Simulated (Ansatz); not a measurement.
# Ti: one crystal by all-electron and frozen-core methods, part 2 of 2

Does the method matter for Ti? The same cell, functional and mesh are run with LAPW, all electrons, PAW with frozen cores and all-electron PAW on datasets made for the crystal.

Ansatz 0.2.0; DFT PBEsol; a database cell (COD). «Crystal datasets» are all-electron PAW datasets made for this crystal. Earlier steps stand in the parts before.

## 3. PAW with frozen cores

This is Ti in the bcc structure; at room conditions it is hcp.

File input.yaml:

```yaml
crystal:
  lattice:
    - [-1.641, 1.641, 1.641]
    - [1.641, -1.641, 1.641]
    - [1.641, 1.641, -1.641]
  atoms:
    - { symbol: Ti, position: [0.0, 0.0, 0.0] }
kpoints:
  mp_grid: { grid: [14, 14, 14] }
  band_path:
    path:
      - [0.0, 0.0, 0.0]
      - [0.5, -0.5, 0.5]
      - [0.0, 0.0, 0.5]
      - [0.0, 0.0, 0.0]
      - [0.25, 0.25, 0.25]
      - [0.5, -0.5, 0.5]
      - [0.25, 0.25, 0.25]
      - [0.0, 0.0, 0.5]
    npoints: 14
scf:
  occupations: { method: fermi_dirac, width: 0.05 }
hamiltonian:
  xc: pbesol
  pseudopotentials: { kind: paw }
output:
  forces: true
  stress: true
  eigenvalues: true
  efg: { contact_densities: true }
  populations: true
  bader: true
  dos: { projected: true, de: 0.2, e_range: [-14, 8] }
  write_density: true
  write_potential: true
  elf: true
  volumetric_format: npy
```

The run is started by

```console
$ ansatz run input.yaml --threads 1 --pin off --max-ram 3072MiB --backend cpu --events-out ev --progress --plain --runs-dir out
```

Standard output:

```text
Engine: ansatz 0.2.0
Pseudopotentials: kind: paw
Pseudopotential: Ti, paw, valence charge 12, recommended cutoff 420 eV (normal)
Functional definition: PBEsol
  exchange = pbesol_x
  correlation = pbesol_c
Crystal: 1 atoms, lattice volume = 17.676 Å³
Basis set: ecut = 420 eV, 369 PW (Γ), exchange–correlation on 40×40×40 points (8 copies of the dense FFT grid, shifted against one another)
Bands: 10, of which v1, the nominal top of the filled ones, is band 6 counted from 1 (5 counted from 0)
Symmetry: 48 space group operations
Space group: Im-3m (ITA 229), of the structure as read, at distance tolerance 2.6e-5 Å
k-points: 104 of 2744
Non-local potential: Ti, projectors of the file, l = 0: 3, l = 1: 2, l = 2: 3, l = 3: 1
PAW form: soft (Blöchl's): semilocal exchange-correlation on the pseudo side does not see the compensation charge
PAW frozen core: Ti, regenerated for the run's functional, and the local potential with it (the file was generated under x = pbe(κ = 0.804, μ = 0.2195149727645171), c = pbe(β = 0.06672455060314922))
PAW one-centre angular grid: Ti, 590 points (default); XC on 64 Gauss nodes
Initial density: superposition of atomic densities (neutral atoms: chi_scale 0, normalization atom), corrected by the library's trained network
Initial wavefunctions: pseudopotential atomic-orbital guess
Functional: x = pbesol(κ = 0.804, μ = 0.12345679012345678), c = pbesol(β = 0.046)
SCF iter   1: F=—  HF=-2473.776985 eV  |F-HF|=—  |Δ(HF+E_count)|=         —  Δρ=4.96e-3  dr2=2.57e-3  ethr=1.77e-3  ⟨swp⟩=4.4  Hψ=5536  notcnv=0
preconditioner: auto → none  [metal: Δε(μ)=0.015 eV  Ē_g=4.086 eV  σ=0.050 eV  W_gap=0.08  n_scr=0 (ndim 8)  ℏωp=17.7 eV  f_vac=0.000  D(μ)=2.57/eV (n_scr^D=42)]
SCF iter   2: F=—  HF=-2473.776017 eV  |F-HF|=—  |Δ(HF+E_count)|=   9.68e-4  Δρ=1.50e-3  dr2=3.87e-4  ethr=2.14e-5  ⟨swp⟩=3.0  Hψ=2870  notcnv=0
SCF iter   3: F=—  HF=-2473.775941 eV  |F-HF|=—  |Δ(HF+E_count)|=   7.57e-5  Δρ=8.03e-4  dr2=4.98e-5  ethr=3.23e-6  ⟨swp⟩=2.2  Hψ=1401  notcnv=0
SCF iter   4: F=—  HF=-2473.775944 eV  |F-HF|=—  |Δ(HF+E_count)|=   3.47e-6  Δρ=1.21e-4  dr2=1.11e-6  ethr=4.15e-7  ⟨swp⟩=1.0  Hψ=1040  notcnv=0
iter 5 did not close the SCF: its close was put off for the readings that it lacked (scf_convergence_deferred on its scf_iter line)
SCF iter   5: F=-2473.775945 eV  HF=-2473.775945 eV  |F-HF|=2.97e-9  |Δ(HF+E_count)|=   1.43e-7  Δρ=8.74e-6  dr2=6.30e-9  ethr=9.29e-9  ⟨swp⟩=1.0  Hψ=1040  notcnv=0
SCF iter   6: F=-2473.775945 eV  HF=-2473.775945 eV  |F-HF|=8.64e-12  |Δ(HF+E_count)|=  4.68e-10  Δρ=5.46e-7  dr2=1.14e-11  ethr=5.25e-11  ⟨swp⟩=3.7  Hψ=4611  notcnv=0
SCF 1 converged in 6 iterations: F = -2473.775945 eV  dr2 = 1.14e-11
NSCF: frozen V_eff on 99 k-points
SCF converged after 6 iterations
Free energy (F): -2473.775945 eV
Harris-Foulkes:  -2473.775945 eV  (|F-HF|=8.64e-12)
Internal energy: -2473.755241 eV  (E = F + TS)
E sigma→0 (E₀):  -2473.765593 eV
Entropy (-TS):   -0.020704 eV (-20.704 meV/atom)
Fermi energy:    12.717477 eV
--- Per-component energies (eV) ---
  E_band       = -160.507656
  E_kinetic    = 271.833957
  E_local      = -823.333642  (includes V_loc(G=0)·N_el)
  E_nonlocal   = 9.635541
  E_hartree    = 336.501608
  E_xc         = -96.370104
  E_vxc        = -121.066020  (∫ρ·V_xc dr)
  E_paw        = -1022.538594  (= ΣΔE_a)
  E_vpaw       = -170.580864  (= ΣTr[D̂ρ^β])
  E_aug_tail   = 0.000115  (compensation charges beyond the density's cutoff)
  E_ewald      = -1149.623506
  E_core_change = 0.139384  (= ΣΔE_core)
  E_smearing   = -0.020704  (= −TS)
  E_closure    = 0.000000  (closes the sum)
  Σ components = -2473.775945   (vs F -2473.775945, Δ=0.00e0)
--- Forces (eV/Å), atoms counted from 1 ---
  atom   1  Ti    -0.00000000    -0.00000000     0.00000000
  max |Σ_I F_I| component: 4.31e-32 eV/Å
--- Stress (GPa, compression-positive) ---
       -6.651759      -0.000000      -0.000000
        0.000000      -6.651759       0.000000
       -0.000000      -0.000000      -6.651759
  P = ⅓ Tr σ = -6.6518 GPa (-66.518 kbar)
--- PAW observables at the nuclei: V_zz in 10²¹ V/m², potentials from the cell's mean, atoms counted from 1 ---
  atom   1  Ti V_zz =    +0.000000   η = 0.0000   by run symmetry: forbidden
            electrostatic potential = -2530.669242 V   contact ρ = 56644.203904 e/Å³
--- Band table (eV; the first three rows and the last of 104) ---
  k-point 0: bands = ["-43.5666", "-19.5512", "-19.5512", "-19.5512", "6.8283", "13.6988", "13.6988", "13.6988", "15.4380", "15.4380"]
  k-point 1: bands = ["-43.5605", "-19.5846", "-19.5615", "-19.5514", "7.0000", "13.6209", "13.6765", "13.8236", "15.3486", "15.4428"]
  k-point 2: bands = ["-43.5432", "-19.6774", "-19.5903", "-19.5519", "7.4951", "13.4099", "13.5658", "14.1863", "15.1816", "15.4620"]
  k-point 103: bands = ["-43.3526", "-19.9974", "-19.9974", "-19.9974", "10.6775", "10.6775", "16.5918", "16.5918", "16.5918", "20.9244"]
--- Löwdin populations: 1 site ---
  site symbol       q [e]
     0     Ti     11.8685
  spilling = 0.010957 (of n_electrons = 12.000000)
--- Bader charges: 1 site ---
  site symbol  charge [e]  shift [e]
     0     Ti      0.0000     0.0000
  estimated error of the sums over rays = 2.5e-7 e
```

Wall time 6.5 s (1 thread of Arm Neoverse V1, shared host); peak memory 0.33 GiB.

In short: pressure -6.65 GPa; no gap.

The fields are shown in the conventional cell of this run's space group, carried over from its grid by interpolation.

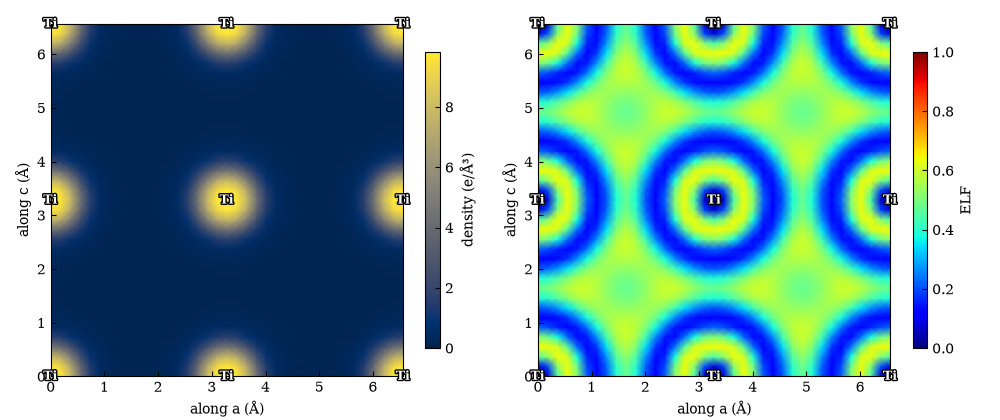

Density (left) and ELF (right) in a lattice plane of the grid's cell (edges 3.28 and 3.28 Å, at 0.000 of the third edge), which holds Ti. Only atoms in the plane are labelled. Both are smooth fields of the valence electrons: close to the nuclei they are not physical.

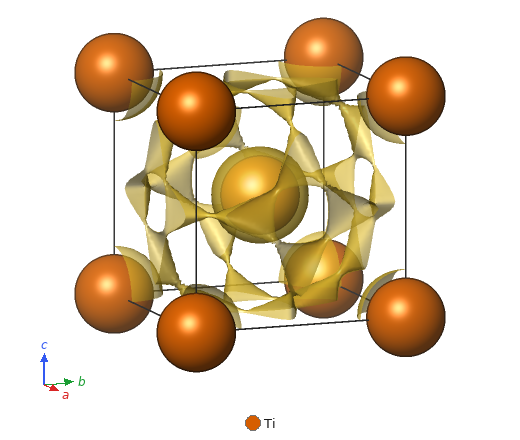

Surface of ELF = 0.54, drawn in one cell.

Maxima of ELF outside the ion cores: 0.60 between the atoms, 1.8 Å from Ti.

## 4. All-electron PAW on datasets made for the crystal

Changes to input.yaml since step 3:

```diff
@@ -19,3 +19,3 @@
       - [0.0, 0.0, 0.5]
-    npoints: 14
+    npoints: 8
 scf:
@@ -24,3 +24,3 @@
   xc: pbesol
-  pseudopotentials: { kind: paw }
+  pseudopotentials: { kind: all_electron, datasets: crystal }
 output:
@@ -30,8 +30 @@
   efg: { contact_densities: true }
-  populations: true
-  bader: true
-  dos: { projected: true, de: 0.2, e_range: [-14, 8] }
-  write_density: true
-  write_potential: true
-  elf: true
-  volumetric_format: npy
```

The run is started by

```console
$ ansatz run input.yaml --threads 1 --pin off --max-ram 3072MiB --backend cpu --events-out ev --progress --plain --runs-dir out
```

Standard output:

```text
hamiltonian.pseudopotentials.datasets: crystal makes datasets for this crystal and solves the spheres of its atoms anew in each pass: cutoff 260.0 eV, the density's 1040.0 eV; for an error of 0.50 meV an atom under PBE, 0.5 meV for the cell; an energy difference from a run of another recipe may be off by several times the error for the cell, under r2SCAN by more, where some 0.1 meV an atom stays at smaller errors; Ti in spheres of 1.376 Å, 4 of its electrons in bands, 8 on its site; only band paths and densities of states list, in semicore columns, the levels of the semicore shells that are solved separately: 3s of Ti, 3p of Ti
band count auto-derived: 7 (N_el = 4.0; filled up to band 2; 6 by the electrons, moments and atoms)
[... 2 set-up lines as earlier in the session ...]
Pseudopotential: Ti, paw, valence charge 12, recommended cutoff 260 eV (normal), Koelling and Harmon's equation, gaussian nucleus
[... 3 set-up lines as earlier in the session ...]
Crystal: 1 atoms, lattice volume = 17.676 Å³
Basis set: ecut = 260 eV, 177 PW (Γ), exchange–correlation on 30×30×30 points (8 copies of the dense FFT grid, shifted against one another)
Bands: 7, of which v1, the nominal top of the filled ones, is band 2 counted from 1 (1 counted from 0)
[... 2 set-up lines as earlier in the session ...]
k-points: 104 of 2744
Non-local potential: Ti, projectors of the file, l = 0: 1, l = 1: 1, l = 2: 2
[... 1 set-up line as earlier in the session ...]
PAW one-centre angular grid: Ti, 590 points (default); XC on its mesh's 1951 points in the sphere
Initial density: superposition of atomic densities (neutral atoms: chi_scale 0, normalization atom)
[... 2 set-up lines as earlier in the session ...]
iter 1 solved again at ethr=1.85e-2 eV; its pass at ethr=1.00e-1 eV (dr2=7.41e-1 eV) is discarded
SCF iter   1: F=—  HF=-23207.684533 eV  |F-HF|=—  |Δ(HF+E_count)|=         —  Δρ=6.26e-2  dr2=7.39e-1  ethr=1.85e-2  ⟨swp⟩=2.1  Hψ=4507  notcnv=0
preconditioner: auto → none  [metal: Δε(μ)=0.020 eV  Ē_g=6.012 eV  σ=0.050 eV  W_gap=0.10  n_scr=0 (ndim 8)  ℏωp=17.7 eV  f_vac=0.000  D(μ)=2.43/eV (n_scr^D=42)]
iter 2 solved again at ethr=7.21e-4 eV; its pass at ethr=1.85e-2 eV (dr2=2.89e-2 eV) is discarded
SCF iter   2: F=—  HF=-23207.472691 eV  |F-HF|=—  |Δ(HF+E_count)|=   2.12e-1  Δρ=1.42e-2  dr2=3.02e-2  ethr=7.21e-4  ⟨swp⟩=2.6  Hψ=3839  notcnv=0  defer=5
SCF iter   3: F=—  HF=-23207.457698 eV  |F-HF|=—  |Δ(HF+E_count)|=   1.50e-2  Δρ=3.17e-3  dr2=5.99e-4  ethr=7.21e-4  ⟨swp⟩=3.0  Hψ=1660  notcnv=0  defer=3
SCF iter   4: F=—  HF=-23207.451672 eV  |F-HF|=—  |Δ(HF+E_count)|=   6.03e-3  Δρ=7.04e-4  dr2=3.71e-5  ethr=1.50e-5  ⟨swp⟩=2.9  Hψ=1145  notcnv=0  defer=1
SCF iter   5: F=—  HF=-23207.451697 eV  |F-HF|=—  |Δ(HF+E_count)|=   2.48e-5  Δρ=2.03e-4  dr2=4.47e-6  ethr=9.28e-7  ⟨swp⟩=2.9  Hψ=1884  notcnv=0  defer=1
SCF iter   6: F=—  HF=-23207.451695 eV  |F-HF|=—  |Δ(HF+E_count)|=   1.98e-6  Δρ=4.16e-5  dr2=2.25e-7  ethr=1.12e-7  ⟨swp⟩=2.8  Hψ=1088  notcnv=0  defer=1
SCF iter   7: F=-23207.451695 eV  HF=-23207.451695 eV  |F-HF|=8.37e-11  |Δ(HF+E_count)|=   3.44e-7  Δρ=1.97e-6  dr2=3.91e-10  ethr=5.64e-9  ⟨swp⟩=2.9  Hψ=1147  notcnv=0  defer=1
SCF 1 converged in 7 iterations: F = -23207.451696 eV  dr2 = 3.91e-10
  Residual-converged pass: ⟨swp⟩=4.1  Hψ=1361  notcnv=0  max |occ|·‖R‖ = 3.7e-6 eV (tolerance 3.7e-6 eV)  dr2=4.64e-10  dr2_onsite=2.49e-10  max |Δocc| = 6.2e-9
NSCF: frozen V_eff on 57 k-points
SCF converged after 7 iterations
Free energy (F): -23207.451696 eV
Harris-Foulkes:  -23207.451696 eV  (|F-HF|=8.37e-11)
Internal energy: -23207.430993 eV  (E = F + TS)
E sigma→0 (E₀):  -23207.441344 eV
Entropy (-TS):   -0.020703 eV (-20.703 meV/atom)
Past the cutoff: the bands carry plane waves up to 1.75 times it, of which those up to 1.5 times it add -0.000224 eV an atom, each by itself; the spheres take 0.000099 eV an atom off the energy for waves past 1.75 times it
By the cutoff:   a pressure is off by up to 0.006 GPa (1.2 times the spheres' own share and the shells' term, over an atom's volume, and 0.004 GPa: a bound that held against runs at twice the plane waves)
Past the cutoffs: a stress includes 0.0018 GPa for waves and charges beyond them, in addition to the slope of what the spheres take
In the spheres:  the bands' charges fall short by 5.4e-7 e at most (sound up to 1e-3), those of shells solved beside the bands by 1.8e-6 e (sound up to 5e-4)
Fermi energy:    13.124288 eV
--- Per-component energies (eV) ---
  The terms above E_closure are by the made datasets' own strengths, without shells solved beside the bands.
--- Forces (eV/Å), atoms counted from 1 ---
  atom   1  Ti     0.00000000    -0.00000000    -0.00000000
  max |Σ_I F_I| component: 1.23e-31 eV/Å
--- Stress (GPa, compression-positive) ---
       -6.656908      -0.000000       0.000000
       -0.000000      -6.656908      -0.000000
        0.000000      -0.000000      -6.656908
  P = ⅓ Tr σ = -6.6569 GPa (-66.569 kbar)
  It holds what live shells' own plane waves past their cutoff add
--- PAW observables at the nuclei: V_zz in 10²¹ V/m², potentials from the cell's mean, atoms counted from 1 ---
  atom   1  Ti V_zz =    +0.000000   η = 0.0000   by run symmetry: forbidden
            electrostatic potential = -2529.244358 V   contact ρ = 56691.112456 e/Å³
--- Band table (eV; the first three rows and the last of 104) ---
  k-point 0: bands = ["7.2352", "14.1057", "14.1057", "14.1057", "15.8449"]
  k-point 1: bands = ["7.4068", "14.0278", "14.0834", "14.2305", "15.7555"]
  k-point 2: bands = ["7.9018", "13.8167", "13.9726", "14.5932", "15.5885"]
  k-point 103: bands = ["11.0837", "11.0837", "16.9980", "16.9980", "16.9980"]
```

Wall time 5.5 s (1 thread of Arm Neoverse V1, shared host); peak memory 0.3 GiB.

Read from it: pressure -6.66 GPa; no gap.

```tsv
atom	contact density (e/Å³)
Ti	56691.11
```

## 5. The methods compared

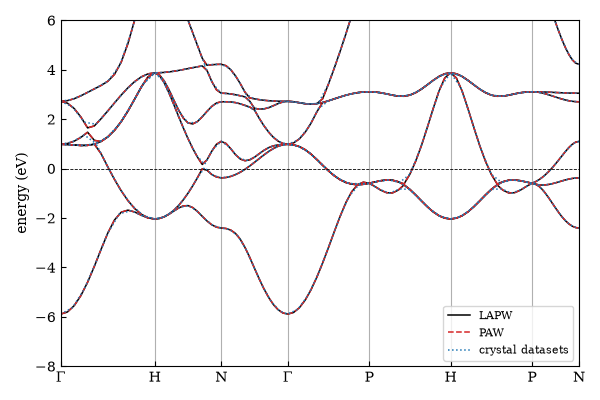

Bands of 3 runs (LAPW; PAW; crystal datasets) drawn together, counted from each run's Fermi level.

| method | pressure (GPa) | SCF cycles, all passes |
| --- | --- | --- |
| LAPW | -6.66 | 6 |
| PAW | -6.65 | 6 |
| crystal datasets | -6.66 | 7 |

## 6. What came out

This closing draws on all 2 parts.

```
         quantity                                              value
         pressure  LAPW -6.66, PAW -6.65, crystal datasets -6.66 GPa
       gap (LAPW)                                               none
highest ELF (PAW)                               0.60, 1.80 Å from Ti
```

**Reading.** The pressure of -6.7 GPa pushes the cell to shrink, with the atoms held in place. There is no gap at this level; the crystal is a metal here. Ti 3d carries the largest share, 94 %, of the projected states within 0.3 eV of the Fermi level. The projection holds only the free atom's occupied shells (Ti 4s, Ti 3d in this range). In pressure, PAW differs from LAPW by less than 0.01 GPa.
